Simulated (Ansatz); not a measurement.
**Run report: WO$_{2}$, single-point calculation**

System: WO$_{2}$.
Method: RKS PBE0-D4/def2-TZVP (Ansatz 0.2.0).

The geometry comes from this level: PBE-D4/def2-TZVP.

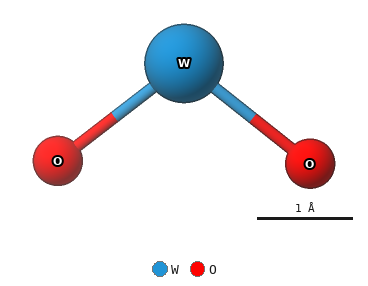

Figure 1. The input geometry (ball-and-stick view, seen on its broad side). Sticks mark near contacts.

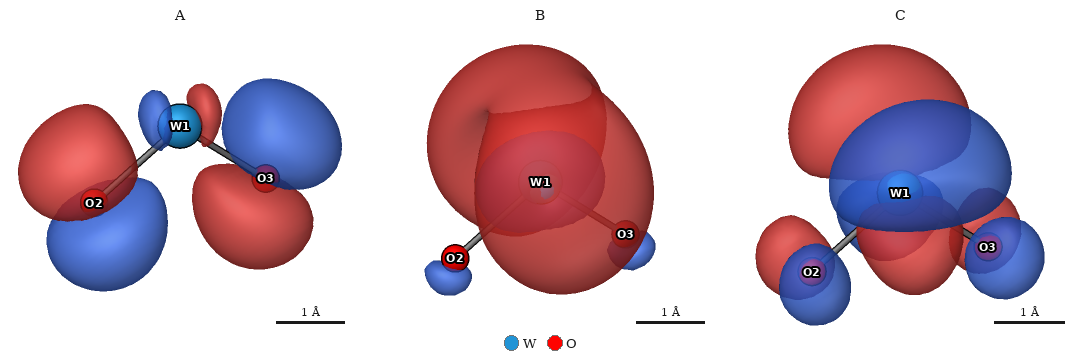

Figure 2. Three frontier orbitals at ±0.1 Å⁻³ᐟ² (red and blue are the two phases). A is the HOMO−1 (−9.50 eV). B is the HOMO (−6.67 eV). It lies mainly on W1 (95 %); it is symmetric in the molecular plane (σ or in-plane lone-pair type). C is the LUMO (−3.59 eV). It lies mainly on W1 (85 %); it changes sign across the molecular plane (π type); π-antibonding (a node) across W1–O2 and W1–O3. The HOMO–LUMO gap is 3.08 eV between the orbital energies.

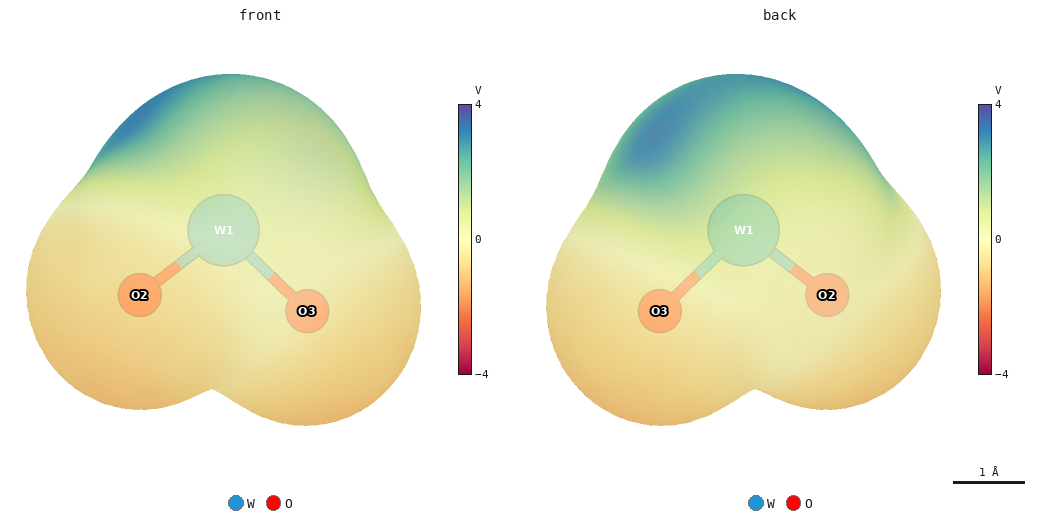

Figure 3. The molecular electrostatic potential painted on the density surface at 0.002 e/bohr³, seen at a tilt and from behind; the colour scale runs from red (negative) to blue (positive). A positive charge is drawn to the negative regions and a negative charge to the positive ones.

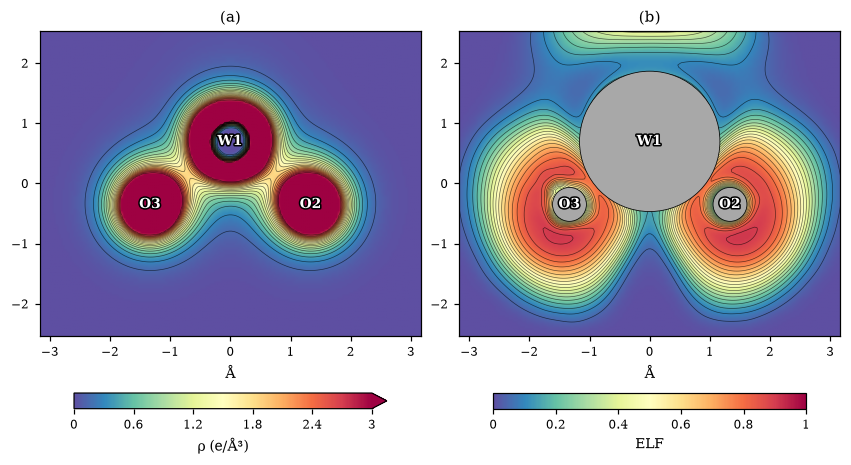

Figure 4. (a) electron density; (b) ELF on the molecular plane. Grey discs, where drawn, cover atomic cores.

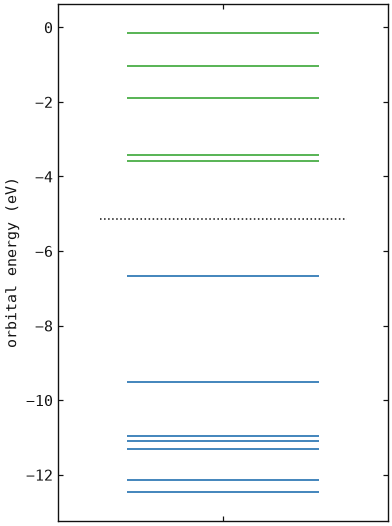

Figure 5. Orbital energies near the frontier; the dotted line parts filled from empty levels, and levels within 0.02 eV of each other stand side by side. Highest filled −6.67 eV, lowest empty −3.59 eV, 3.08 eV apart.

The input that produced these results follows, with the program's output.

The input
```yaml
crystal:
  periodic: [false, false, false]
  atoms:
    - {symbol: W, position_ang: [0.482370, 0.099010, -0.495134]}
    - {symbol: O, position_ang: [-0.941435, 0.981170, -0.228524]}
    - {symbol: O, position_ang: [0.459065, -1.080190, 0.723658]}
basis:
  gaussian: {orbitals: def2-TZVP, initial_orbitals: start.molden}
hamiltonian: {xc: pbe0, dispersion: d4}
output: {orbitals: {seedname: orbitals}}
```

Launched with:
```bash
ansatz run in.yaml --threads 4 --pin off --events-out ev --progress --plain --max-ram 3916MiB
```

The program's output
```
Functional definition: PBE0
  name "PBE0"
  cite "Adamo & Barone, J. Chem. Phys. 110, 6158 (1999) doi:10.1063/1.478522"
  cite "Perdew, Burke & Ernzerhof, Phys. Rev. Lett. 77, 3865 (1996) doi:10.1103/PhysRevLett.77.3865"
  parent pbe
  parameter a = 0.25
  parameter kappa = 0.804
  parameter beta = 0.06672455060314922
  exchange = (1 - a)*pbe_x(kappa = kappa, mu = beta*pi^2/3) + a*exact_x
  correlation = pbe_c(beta = beta)
702 factors; their error is unknown
mean field evaluation 1: about -5889.0134 eV, gradient 3.5e2 eV
mean field evaluation 2: about -5896.4832 eV, gradient 2.1e1 eV
mean field evaluation 4: about -5908.0170 eV, gradient 4.5e1 eV
mean field evaluation 8: about -5916.9859 eV, gradient 5.0e-1 eV
mean field evaluation 16: about -5916.7812 eV, gradient 9.7e0 eV
mean field -5917.00885064 eV, -217.4460645684 hartree, gradient 5.2e-5 eV, S^2 0.000000; 1 other end points of the search recorded, 0 dependent functions left out
reference -5917.00888125 eV, -217.4460656934 hartree; 15, 15 occupied and 87, 87 virtual orbitals, 702 factors
Total energy: -5917.05414838 eV, -217.4477292296 hartree
```

Results in brief

```csv
quantity,value
outcome,converged
total energy,−5917.0541 eV
mean-field energy,−5917.0089 eV
dispersion energy,−0.0453 eV
SCF solution under orbital rotations,stable
HOMO,−6.67 eV
LUMO,−3.59 eV
hardware,"4 threads of Arm Neoverse V1, 23 GiB of memory available, shared host"
wall time,1.1 s (CPU time 3.7 s)
peak memory,0.16 GiB
```
